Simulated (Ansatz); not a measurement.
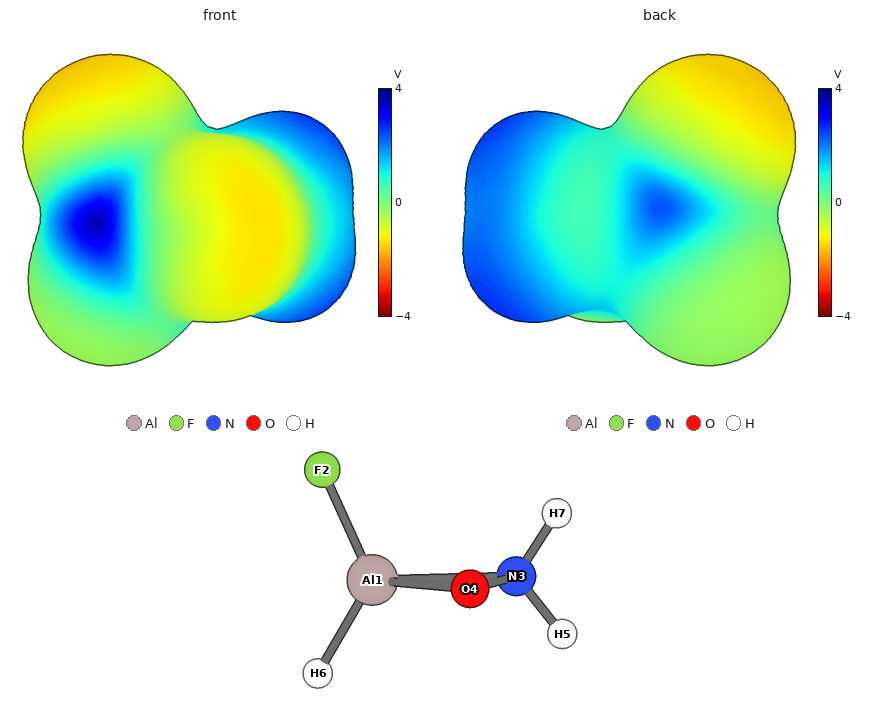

*AlFH3NO. The electrostatic potential painted on the density surface at 0.002 e/bohr³, seen from the front and from behind; the colour scale runs from red (negative) to blue (positive). The bare structure is drawn below in the same view.*

Geometry: PBE0-D3(BJ)/def2-SVP.

Computed with isolated molecule in a Gaussian basis; Kohn-Sham density functional theory, functional PBE0 (Ansatz).

| atom | x (Å) | y (Å) | z (Å) |
| --- | --- | --- | --- |
| Al | -0.7570 | -0.1122 | -0.1103 |
| F | -2.4241 | -0.0805 | -0.1270 |
| N | -0.0182 | 0.5356 | 1.5959 |
| O | 0.0235 | -0.8694 | 1.2959 |
| H | 0.9290 | 0.8809 | 1.7649 |
| H | 0.0385 | 0.1898 | -1.4286 |
| H | -0.5738 | 0.6873 | 2.4410 |

Where is the surface potential most negative and most positive?

Answer. The most negative region (about −1.5 V, or −35 kcal/mol for a unit charge) lies over F2, the most positive (about +3.3 V, or +76 kcal/mol for a unit charge) over Al1.

What dipole moment does the calculation give?

Answer. Its dipole moment is 3.38 D.
